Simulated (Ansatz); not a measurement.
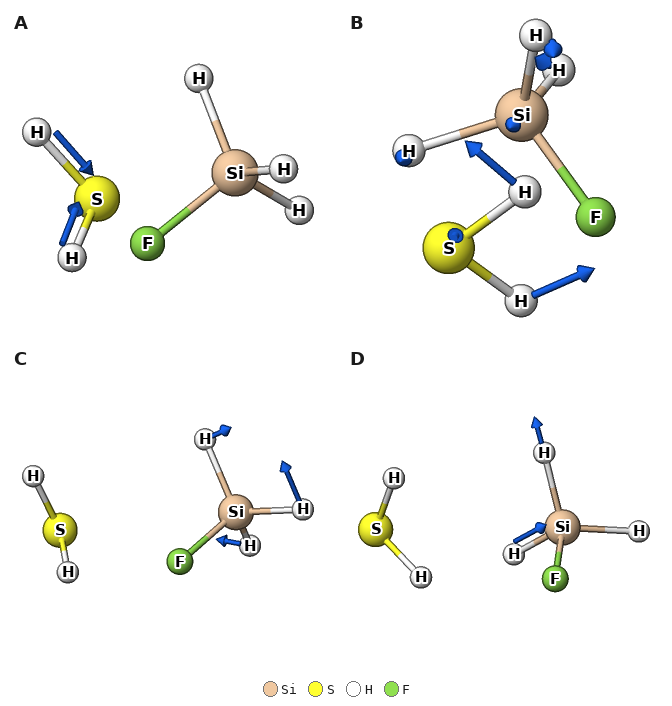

4 normal modes of one molecule or complex, as arrows. Harmonic vibrations computed with RKS PBE0-D4/def2-TZVP (Ansatz 0.2.0) at a stationary point of the same level.

Match the panels to the wavenumbers 62 cm⁻¹, 961 cm⁻¹, 2269 cm⁻¹, 2723 cm⁻¹.

A: 2723 cm⁻¹, in-phase stretching of 2 S–H bonds
B: 62 cm⁻¹
C: 961 cm⁻¹, H–Si–H bending
D: 2269 cm⁻¹, out-of-phase stretching of 2 Si–H bonds
